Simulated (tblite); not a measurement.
Geometry relaxation of C$_{3}$H$_{8}$NSi$_{2}$ (part 4 of 4)

C$_{3}$H$_{8}$NSi$_{2}$, multiplicity 2, SMILES [N]=CC1[SiH2]C[SiH2]1; GFN2-xTB geometry optimisation, gas phase (tblite 0.8.0). It belongs to a series of runs on one base structure; here: H added to sp C.

Geometry of the input (Å):
```
N  -0.8503  -1.8357  1.4939
C  -1.3808  -1.0603  0.5715
C  -0.5617  -0.6504  -0.6008
Si -0.4827  1.2433  -0.5856
C  1.0106  0.9956  0.5472
Si 1.2347  -0.7127  -0.1810
H  -2.4198  -0.7282  0.7002
H  -0.8726  -1.0246  -1.5763
H  -1.6384  1.8573  0.0768
H  -0.1557  1.7967  -1.9009
H  0.6515  0.9820  1.5780
H  1.8429  1.6906  0.3565
H  1.4696  -1.7792  0.8229
H  2.1518  -0.7749  -1.3244
```

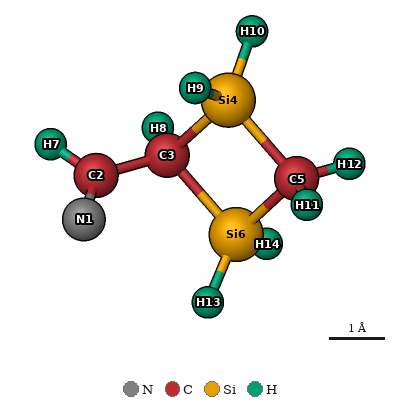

Fig. 1: The geometry at step 100 of the log (ball-and-stick view, seen at a tilt; atoms are numbered from 1 in the order of the input).

**Trajectory as extended XYZ, continued**
```
14
Properties=species:S:1:pos:R:3:forces:R:3 step=90 energy=-455.55376
N    -1.5171   -1.4167    1.5421    0.0150  -0.0010   0.0230
C    -1.5551   -1.2694    0.3290   -0.0060   0.0070  -0.0050
C    -0.5728   -0.5851   -0.5577   -0.0010   0.0130  -0.0080
Si   -0.5286    1.3348   -0.2748   -0.0280  -0.0140   0.0140
C     1.2776    1.1227    0.3214    0.0070  -0.0120  -0.0120
Si    1.2606   -0.7743    0.0264   -0.0030  -0.0120  -0.0010
H    -2.4185   -1.6618   -0.2344    0.0030   0.0100  -0.0090
H    -0.7646   -0.8650   -1.5935    0.0080   0.0000  -0.0020
H    -1.4831    1.8150    0.7192    0.0110  -0.0170  -0.0080
H    -0.6864    2.0549   -1.5410    0.0020   0.0080  -0.0070
H     1.4309    1.4002    1.3600   -0.0040   0.0060   0.0120
H     2.0158    1.6682   -0.2596    0.0060   0.0060  -0.0050
H     1.4102   -1.6081    1.2100   -0.0030   0.0010   0.0010
H     2.1306   -1.2158   -1.0691   -0.0070   0.0050   0.0080
14
Properties=species:S:1:pos:R:3:forces:R:3 step=92 energy=-455.55394
N    -1.5213   -1.4263    1.5352    0.0080  -0.0020   0.0110
C    -1.5567   -1.2711    0.3230    0.0020   0.0040   0.0010
C    -0.5709   -0.5844   -0.5576    0.0080   0.0070  -0.0050
Si   -0.5302    1.3336   -0.2702   -0.0070   0.0030   0.0080
C     1.2810    1.1237    0.3139   -0.0120  -0.0060  -0.0010
Si    1.2602   -0.7748    0.0321   -0.0060  -0.0130   0.0140
H    -2.4184   -1.6559   -0.2471   -0.0160  -0.0010  -0.0030
H    -0.7579   -0.8607   -1.5950    0.0050  -0.0040  -0.0080
H    -1.4763    1.8074    0.7344    0.0060  -0.0160  -0.0030
H    -0.7033    2.0593   -1.5311    0.0050   0.0080  -0.0090
H     1.4397    1.4108    1.3493    0.0080   0.0030   0.0040
H     2.0166    1.6613   -0.2771    0.0040   0.0190  -0.0040
H     1.4026   -1.5988    1.2236   -0.0030   0.0000  -0.0030
H     2.1342   -1.2246   -1.0557   -0.0010  -0.0030  -0.0030
14
Properties=species:S:1:pos:R:3:forces:R:3 step=94 energy=-455.55402
N    -1.5234   -1.4294    1.5330    0.0110   0.0020   0.0040
C    -1.5567   -1.2718    0.3210    0.0000   0.0020  -0.0040
C    -0.5698   -0.5839   -0.5580    0.0000  -0.0020   0.0000
Si   -0.5310    1.3333   -0.2682    0.0100   0.0060  -0.0100
C     1.2819    1.1244    0.3111   -0.0020   0.0020   0.0030
Si    1.2600   -0.7751    0.0344   -0.0040   0.0020   0.0050
H    -2.4176   -1.6550   -0.2514   -0.0170  -0.0020  -0.0010
H    -0.7550   -0.8592   -1.5961    0.0030  -0.0040  -0.0020
H    -1.4729    1.8024    0.7414   -0.0050  -0.0090   0.0040
H    -0.7073    2.0608   -1.5282    0.0020   0.0050   0.0000
H     1.4437    1.4152    1.3453    0.0070  -0.0010  -0.0030
H     2.0163    1.6608   -0.2834   -0.0060   0.0100   0.0000
H     1.3967   -1.5949    1.2288    0.0020  -0.0050   0.0020
H     2.1343   -1.2282   -1.0520    0.0010  -0.0040   0.0010
14
Properties=species:S:1:pos:R:3:forces:R:3 step=96 energy=-455.55409
N    -1.5222   -1.4325    1.5314    0.0120   0.0010   0.0080
C    -1.5564   -1.2719    0.3199   -0.0080   0.0030  -0.0170
C    -0.5689   -0.5842   -0.5587   -0.0050  -0.0040   0.0010
Si   -0.5309    1.3332   -0.2683    0.0070  -0.0030  -0.0110
C     1.2819    1.1244    0.3102    0.0090   0.0070   0.0000
Si    1.2596   -0.7759    0.0362    0.0030   0.0170  -0.0090
H    -2.4196   -1.6511   -0.2522   -0.0110   0.0000   0.0010
H    -0.7526   -0.8600   -1.5972    0.0000  -0.0010   0.0040
H    -1.4712    1.7988    0.7440   -0.0100  -0.0050   0.0050
H    -0.7101    2.0623   -1.5271    0.0030   0.0040   0.0020
H     1.4462    1.4172    1.3432    0.0010  -0.0030   0.0040
H     2.0151    1.6611   -0.2857   -0.0050   0.0010  -0.0040
H     1.3939   -1.5929    1.2324    0.0040  -0.0110   0.0060
H     2.1345   -1.2290   -1.0501   -0.0010  -0.0060   0.0090
14
Properties=species:S:1:pos:R:3:forces:R:3 step=98 energy=-455.55421
N    -1.5198   -1.4420    1.5266    0.0080  -0.0020   0.0060
C    -1.5575   -1.2729    0.3164   -0.0120   0.0070  -0.0190
C    -0.5677   -0.5845   -0.5592   -0.0010  -0.0060  -0.0010
Si   -0.5307    1.3333   -0.2682   -0.0080  -0.0100   0.0050
C     1.2829    1.1249    0.3071    0.0100   0.0140  -0.0030
Si    1.2586   -0.7766    0.0409    0.0150   0.0180  -0.0110
H    -2.4253   -1.6416   -0.2561   -0.0030   0.0020   0.0050
H    -0.7474   -0.8602   -1.5984   -0.0050   0.0000   0.0040
H    -1.4690    1.7923    0.7495   -0.0070  -0.0040   0.0010
H    -0.7184    2.0666   -1.5231    0.0070   0.0020   0.0000
H     1.4523    1.4226    1.3379   -0.0050  -0.0010   0.0070
H     2.0132    1.6595   -0.2941    0.0020  -0.0040  -0.0060
H     1.3921   -1.5885    1.2407    0.0010  -0.0080   0.0020
H     2.1360   -1.2332   -1.0420   -0.0010  -0.0070   0.0090
14
Properties=species:S:1:pos:R:3:forces:R:3 step=100 energy=-455.55433
N    -1.5182   -1.4547    1.5205    0.0000  -0.0020  -0.0010
C    -1.5596   -1.2742    0.3120   -0.0020   0.0040   0.0000
C    -0.5666   -0.5845   -0.5586    0.0060  -0.0030  -0.0020
Si   -0.5313    1.3330   -0.2672   -0.0120  -0.0060   0.0130
C     1.2845    1.1270    0.3028   -0.0010   0.0090   0.0000
Si    1.2584   -0.7756    0.0461    0.0120   0.0010   0.0000
H    -2.4316   -1.6316   -0.2610   -0.0040   0.0030   0.0030
H    -0.7427   -0.8584   -1.5987   -0.0060  -0.0040  -0.0030
H    -1.4674    1.7847    0.7561   -0.0050   0.0010  -0.0010
H    -0.7256    2.0711   -1.5184    0.0070  -0.0020   0.0020
H     1.4588    1.4292    1.3314   -0.0030   0.0050   0.0030
H     2.0115    1.6577   -0.3055    0.0080  -0.0020  -0.0030
H     1.3917   -1.5837    1.2493   -0.0060   0.0040  -0.0050
H     2.1374   -1.2404   -1.0310    0.0060  -0.0080  -0.0040
14
Properties=species:S:1:pos:R:3:forces:R:3 step=102 energy=-455.55440
N    -1.5184   -1.4652    1.5165    0.0010   0.0010   0.0020
C    -1.5609   -1.2751    0.3095    0.0060  -0.0040   0.0070
C    -0.5653   -0.5850   -0.5577    0.0030   0.0010  -0.0030
Si   -0.5322    1.3322   -0.2656   -0.0010  -0.0010   0.0020
C     1.2854    1.1291    0.3000   -0.0050  -0.0030   0.0000
Si    1.2595   -0.7744    0.0490   -0.0020  -0.0040   0.0010
H    -2.4357   -1.6238   -0.2641   -0.0080   0.0040  -0.0040
H    -0.7405   -0.8570   -1.5984   -0.0010  -0.0050  -0.0050
H    -1.4660    1.7806    0.7607   -0.0100   0.0050   0.0030
H    -0.7284    2.0718   -1.5158    0.0040  -0.0040   0.0060
H     1.4623    1.4342    1.3273    0.0010   0.0080   0.0030
H     2.0107    1.6572   -0.3125    0.0070   0.0030  -0.0010
H     1.3906   -1.5799    1.2541   -0.0050   0.0050  -0.0020
H     2.1381   -1.2452   -1.0253    0.0120  -0.0070  -0.0100
14
Properties=species:S:1:pos:R:3:forces:R:3 step=104 energy=-455.55450
N    -1.5147   -1.4843    1.5113    0.0060   0.0040   0.0070
C    -1.5615   -1.2760    0.3075    0.0040  -0.0100   0.0040
C    -0.5626   -0.5870   -0.5568   -0.0040   0.0040  -0.0040
Si   -0.5333    1.3303   -0.2649    0.0080  -0.0020  -0.0060
C     1.2853    1.1308    0.2978   -0.0030  -0.0130  -0.0050
Si    1.2618   -0.7739    0.0521   -0.0130   0.0030  -0.0090
H    -2.4452   -1.6036   -0.2649   -0.0060   0.0040  -0.0060
H    -0.7373   -0.8585   -1.5979    0.0030  -0.0030  -0.0020
H    -1.4654    1.7770    0.7632   -0.0160   0.0080   0.0080
H    -0.7318    2.0706   -1.5142    0.0010  -0.0030   0.0050
H     1.4642    1.4402    1.3232    0.0030   0.0070   0.0100
H     2.0089    1.6572   -0.3182    0.0070   0.0050  -0.0030
H     1.3897   -1.5747    1.2598   -0.0010  -0.0020   0.0080
H     2.1410   -1.2486   -1.0202    0.0120  -0.0030  -0.0060
14
Properties=species:S:1:pos:R:3:forces:R:3 step=106 energy=-455.55464
N    -1.4991   -1.5043    1.5093    0.0080   0.0010   0.0120
C    -1.5596   -1.2748    0.3102   -0.0040  -0.0030  -0.0070
C    -0.5601   -0.5908   -0.5578   -0.0030   0.0030  -0.0030
Si   -0.5343    1.3276   -0.2691    0.0040  -0.0050   0.0010
C     1.2820    1.1300    0.3003    0.0000  -0.0080  -0.0070
Si    1.2641   -0.7747    0.0511   -0.0060   0.0070  -0.0100
H    -2.4597   -1.5705   -0.2545    0.0000   0.0010  -0.0030
H    -0.7369   -0.8667   -1.5975    0.0000   0.0060  -0.0010
H    -1.4724    1.7772    0.7531   -0.0100   0.0020   0.0030
H    -0.7278    2.0674   -1.5189   -0.0020  -0.0010  -0.0060
H     1.4562    1.4397    1.3265    0.0030   0.0000   0.0130
H     2.0065    1.6595   -0.3119    0.0080   0.0040  -0.0060
H     1.3939   -1.5752    1.2584    0.0000  -0.0070   0.0110
H     2.1466   -1.2450   -1.0214    0.0030   0.0020   0.0020
14
Properties=species:S:1:pos:R:3:forces:R:3 step=108 energy=-455.55470
N    -1.4864   -1.5002    1.5152    0.0060  -0.0030   0.0170
C    -1.5568   -1.2714    0.3166    0.0000   0.0040  -0.0130
C    -0.5612   -0.5923   -0.5598    0.0050   0.0000   0.0000
Si   -0.5343    1.3269   -0.2750   -0.0020  -0.0020   0.0060
C     1.2778    1.1274    0.3068   -0.0010   0.0020  -0.0030
Si    1.2640   -0.7755    0.0453    0.0050   0.0000   0.0020
H    -2.4631   -1.5614   -0.2406   -0.0050  -0.0040  -0.0020
H    -0.7420   -0.8737   -1.5972   -0.0070   0.0100  -0.0030
H    -1.4815    1.7828    0.7369   -0.0010  -0.0030  -0.0030
H    -0.7154    2.0638   -1.5283   -0.0030  -0.0020  -0.0070
H     1.4431    1.4292    1.3370    0.0010  -0.0020   0.0060
H     2.0062    1.6631   -0.2954    0.0080   0.0020  -0.0040
H     1.4011   -1.5840    1.2469   -0.0040  -0.0040   0.0050
H     2.1479   -1.2351   -1.0307   -0.0010   0.0020  -0.0010
14
Properties=species:S:1:pos:R:3:forces:R:3 step=110 energy=-455.55474
N    -1.4849   -1.4885    1.5199    0.0020  -0.0010   0.0020
C    -1.5556   -1.2697    0.3192    0.0010  -0.0020  -0.0010
C    -0.5624   -0.5918   -0.5608    0.0030   0.0020   0.0010
Si   -0.5341    1.3273   -0.2763    0.0030   0.0030  -0.0030
C     1.2767    1.1266    0.3095    0.0030   0.0010   0.0020
Si    1.2636   -0.7755    0.0424    0.0020  -0.0020   0.0060
H    -2.4591   -1.5704   -0.2371   -0.0030  -0.0010   0.0020
H    -0.7459   -0.8738   -1.5975   -0.0050   0.0070  -0.0030
H    -1.4840    1.7848    0.7323   -0.0010  -0.0010  -0.0030
H    -0.7092    2.0625   -1.5321   -0.0030  -0.0060   0.0020
H     1.4385    1.4237    1.3418    0.0000   0.0000  -0.0020
H     2.0074    1.6645   -0.2882    0.0020   0.0000   0.0010
H     1.4021   -1.5890    1.2408   -0.0050   0.0000   0.0010
H     2.1462   -1.2312   -1.0360    0.0020   0.0010  -0.0040
```

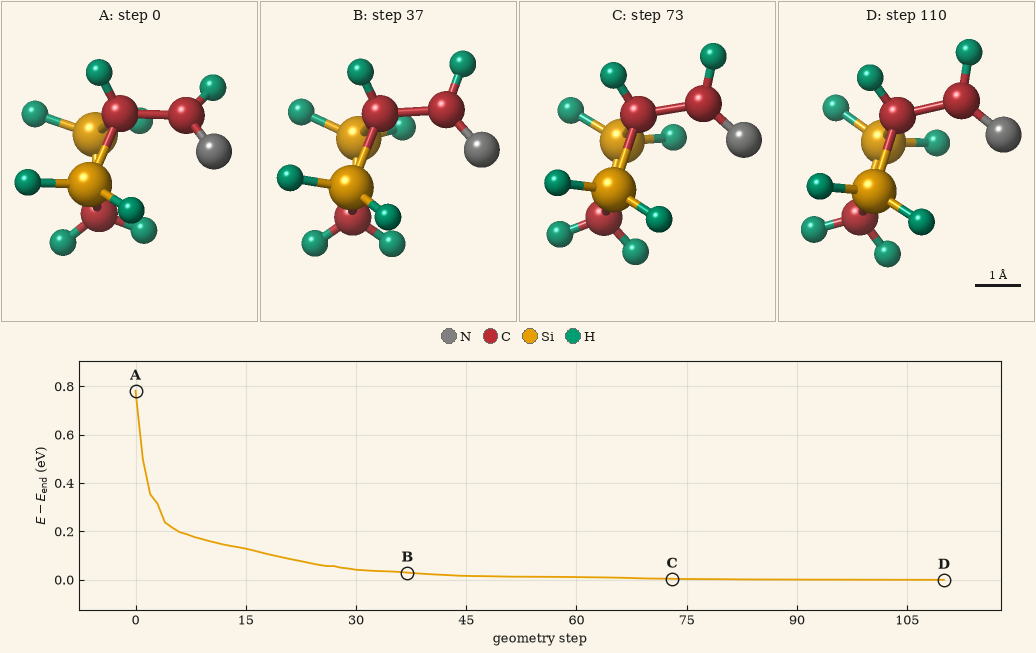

Fig. 2: Frames of the relaxation (ball-and-stick view, seen at an oblique angle) above the curves, on which the letters mark them (steps are counted from 0).

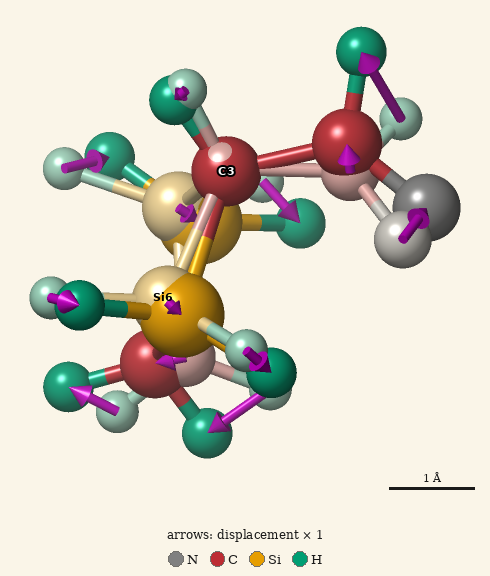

Fig. 3: Start (faint) and end (solid) with the displacements as pink arrows, at true length (ball-and-stick view, seen at an oblique angle). The two geometries are laid on each other by the best rigid fit. The energy falls by 0.782 eV in 110 geometry steps. The largest force component goes from 3.5 to 0.007 eV/Å. The largest move after the best rigid fit is that of H7, 1.27 Å. By element the largest moves are H 1.27 Å, N 0.71 Å, C 0.38 Å, Si 0.33 Å. Among the contacts that change: N1–C2 1.317 → 1.223 Å, C3–Si6 1.846 → 1.932 Å, C5–Si6 1.871 → 1.921 Å, C3–Si4 1.895 → 1.940 Å. Among the angles that change: C3–C2–H7 122.0° → 111.9°, N1–C2–C3 119.5° → 128.5°, H11–C5–H12 114.8° → 106.7°. (Atoms are counted from 1 in the order of the input.)
